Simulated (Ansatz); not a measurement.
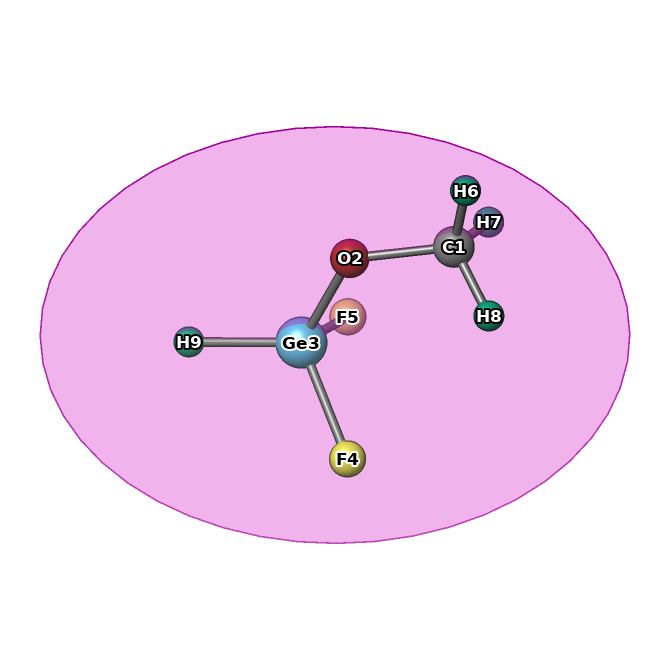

A disc through the centre of mass is drawn in. Atoms fade into the background with distance from the viewer. The geometry was computed by an optimisation with PBE0-D4/def2-TZVP.

Is the plane of the disc a mirror plane of the structure?

Yes. The reflection leaves C1, O2, Ge3, H6, H9 in place and moves F4 ↔ F5; H7 ↔ H8. The point group is Cs.
